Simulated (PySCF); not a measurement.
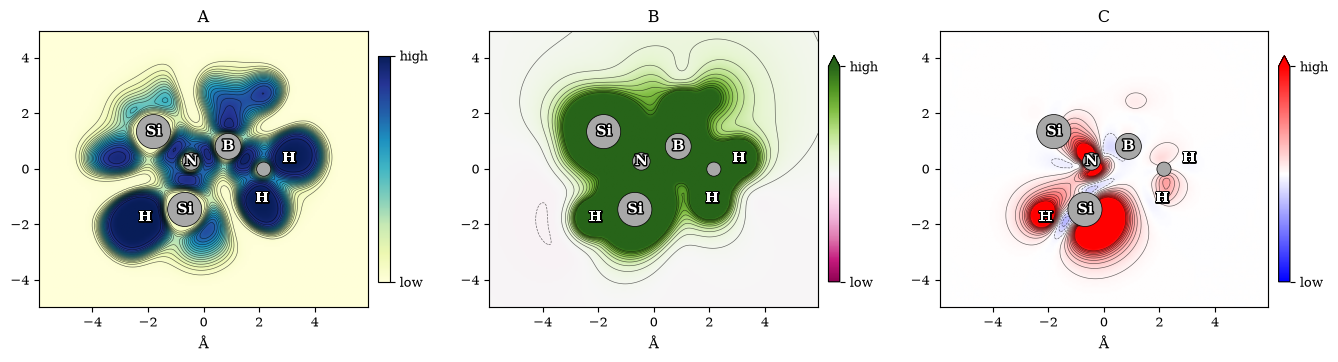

CH₁₂BN₂Si₃ (SMILES NB(C[SiH3])N([SiH2])[SiH3]) (doublet): 3 fields on the plane of atoms N5, Si6 and H15, with unlabelled colour scales. Grey discs cover the atomic cores.

Geometry: GFN2-xTB.

All numbers below come from PySCF 2.14.0, density-fitted response routines, UKS B3LYP, pcH-1 on B C H N Si, non-relativistic, mean-field spin-orbit, GIAO.

```xyz
19

N    -0.2421   -1.3794   -1.5154
B     0.0019   -0.2099   -0.7898
C     1.4216    0.4766   -0.9265
Si    2.5441   -0.0152    0.5210
N    -1.0024    0.3062    0.1112
Si   -0.9919    2.0023    0.5286
Si   -2.2007   -0.7582    0.7817
H    -1.1059   -1.8912   -1.4795
H     0.4395   -1.7987   -2.1233
H     1.3500    1.5645   -0.9370
H     1.9090    0.1849   -1.8588
H     3.8776    0.5719    0.3236
H     2.0059    0.4631    1.7978
H     2.7037   -1.4747    0.5811
H    -2.1913    2.3093    1.3056
H    -0.9320    2.8012   -0.6997
H    -2.7358   -0.1239    1.9847
H    -3.2920   -0.9835   -0.1811
H    -1.5690   -2.0360    1.1214
```

Which field does each panel show? The fields are: electron localisation function, electrostatic potential and spin density.

Answer. Panel A: electron localisation function. Panel B: electrostatic potential (strongly positive close to the atoms and fading to about zero outside). Panel C: spin density (confined to the atoms that carry the unpaired spin). From the grid: Si–N (1.74 Å): the ELF peaks at about 0.90 between the atoms (a shared but strongly polarised pair).
